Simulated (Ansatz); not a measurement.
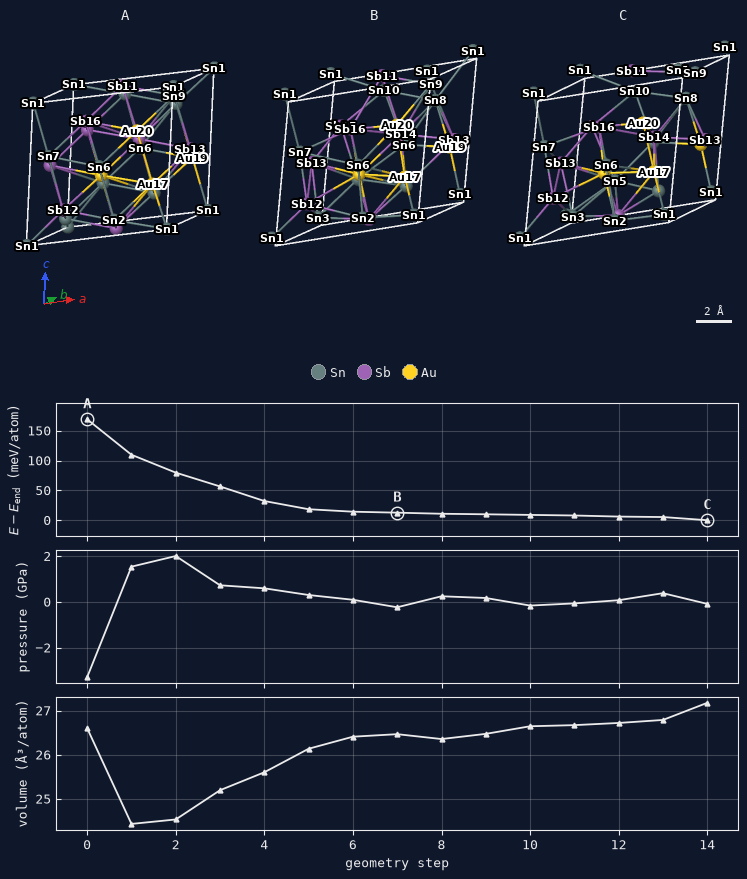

Frames of a relaxation of a crystal of Sn5Sb3Au2 (a generated structure, set up in P1) (coarse preliminary run), marked on the history of the run. A ball-and-stick model of the cell of the calculation, seen slightly off an axis.

Case: elements placed on the bcc lattice at random.

Level of theory: DFT r2SCAN, scalar-relativistic, plane waves, PAW in Ansatz.

The input:
```yaml
crystal:
  lattice:
    - [-5.64150708, 5.64150708, -1.88050236]
    - [-5.64150708, -1.88050236, 5.64150708]
    - [1.88050236, 5.64150708, 5.64150708]
  atoms:
    - { symbol: Sn, position: [0.0026991754, 0.0044080008, 0.0010747394] }
    - { symbol: Sn, position: [0.5927754094, 0.102148226, 0.0973263699] }
    - { symbol: Sn, position: [0.0993411356, 0.6047972346, 0.0996163769] }
    - { symbol: Sn, position: [0.6986822379, 0.6983153147, 0.199176486] }
    - { symbol: Sn, position: [0.3010427269, 0.8001591513, 0.3014272253] }
    - { symbol: Sn, position: [0.4978861531, 0.9959936505, 0.498388292] }
    - { symbol: Sn, position: [0.1028681465, 0.0965756101, 0.6031686929] }
    - { symbol: Sn, position: [0.7988239683, 0.7964246786, 0.8018943006] }
    - { symbol: Sn, position: [0.8989104713, 0.3979782367, 0.8980404299] }
    - { symbol: Sn, position: [0.4004680918, 0.8991013919, 0.9020336689] }
    - { symbol: Sb, position: [0.4956180127, 0.4977858108, 5.43594e-05] }
    - { symbol: Sb, position: [0.1943065882, 0.2010283074, 0.2015589934] }
    - { symbol: Sb, position: [0.9997799752, 0.5037487658, 0.4988801024] }
    - { symbol: Sb, position: [0.6018534445, 0.6036520815, 0.6006406787] }
    - { symbol: Sb, position: [0.2001756985, 0.6956825478, 0.7001436387] }
    - { symbol: Sb, position: [0.3006234812, 0.2994198365, 0.7996863535] }
    - { symbol: Au, position: [0.7994508504, 0.2989259377, 0.3018351291] }
    - { symbol: Au, position: [0.3990989023, 0.4019076641, 0.3956449688] }
    - { symbol: Au, position: [0.9037568433, 0.9017927037, 0.3969964572] }
    - { symbol: Au, position: [0.6995884132, 0.1982298242, 0.7005752082] }
  symmetry: { detect: false }
basis:
  ecutwfc: 500
kpoints:
  mp_grid: { grid: [2, 2, 2], shift: [0.5, 0.5, 0.5] }
hamiltonian:
  xc: r2scan
scf:
  occupations: { method: gaussian, width: 0.1 }
  lower_state_search: "off"
output:
  forces: true
  stress: true
  eigenvalues: true
relax:
  adjacent_minimum: "off"
  f_tol: 0.04
  max_steps: 50
  cell: { stress_tol: 0.3 }
```

Command:
```bash
ansatz run input.yaml --threads 4 --pin off --max-ram 9216MiB --backend cpu --events-out ev --progress --plain --runs-dir out
```

### Describe the path.

The run was cut off at its time limit before the relaxation converged, so the last structure is only a point on the way. Over 14 geometry steps the energy falls by 169 meV per atom. The largest force component goes from 0.63 to 0.14 eV/Å. The pressure goes from −3.29 to −0.09 GPa. The largest move relative to the cell is that of Sn9, 1.01 Å along [2 −1 2]. By element the largest moves are Sn 1.01 Å, Sb 0.85 Å, Au 0.64 Å. The drawn cell changes as follows: a 8.197 → 8.464 Å (+3.3 %), b 8.197 → 8.280 Å (+1.0 %), c 8.197 → 8.358 Å (+2.0 %), α 80.9° → 77.6°, β 80.9° → 75.7°, γ 80.9° → 76.2°; the volume changes by +2.2 %. Among the contacts that change: Sb12–Sb16 3.277 → 4.650 Å, Sn9–Au20 3.238 → 4.266 Å, Sn8–Sn9 3.241 → 4.229 Å, Sb14–Au17 3.777 → 2.820 Å. Bond angles that change, for instance: Sb16–Sn9–Au17 109.1° → 148.4°, Sn9–Sb16–Au20 179.5° → 143.3°, Sb12–Au18–Au17 110.6° → 144.5°. The space group stays P1 (No. 1). The run took 12 min on 4 threads of Intel(R) Xeon(R) Platinum 8488C (Sapphire Rapids) (shared host), peak memory 3.1 GiB. From step 0 to 7: Sb16 moves most (0.82 Å), volume −0.5 %, energy −156 meV per atom. From step 7 to 14: Sn9 moves most (0.90 Å), volume +2.7 %, energy −12.7 meV per atom.
